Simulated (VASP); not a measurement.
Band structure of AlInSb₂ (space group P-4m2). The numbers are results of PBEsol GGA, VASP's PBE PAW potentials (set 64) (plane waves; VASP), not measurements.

Unless said otherwise, spin-orbit coupling is left out, though it shifts the bands of the heavy elements here.

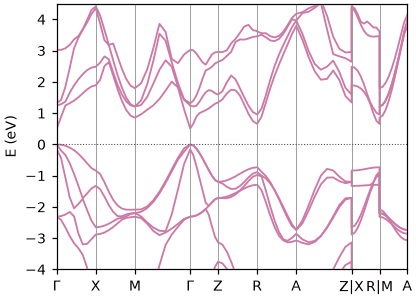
Figure. Bands along high-symmetry lines, zero at the valence-band maximum or, without a gap, the Fermi level

Read the plot: is there a gap, and where are the band edges?

The gap is direct, 0.51 eV, from the valence maximum at Γ to the conduction minimum at Γ. (Edges off the drawn lines would not show.)

The structure comes from a computed database's AlInSb2 entry (P-4m2); how it stands against other phases isn't given here. It was relaxed first.
